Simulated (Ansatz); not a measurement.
The reference is SiC in the zinc blende structure (space group F-43m, No. 216; a = 4.3290 Å).

It is then changed as follows: cell and atoms relaxed at a pressure of 0.9 GPa.

Computed with Ansatz (a program for electronic structure) LDA, without spin-orbit coupling.

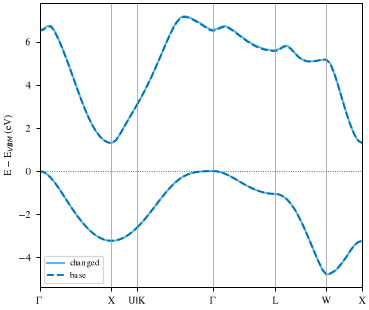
Figure. Highest valence and lowest conduction band along the path, each from its own valence-band maximum

Task: From the figure, how large is the changed gap, and is it direct?

Result: About 1.3 eV, indirect, Γ → X.

Load acts through the strain it causes; cell and atoms are relaxed under it. No phonon test of stability was made.
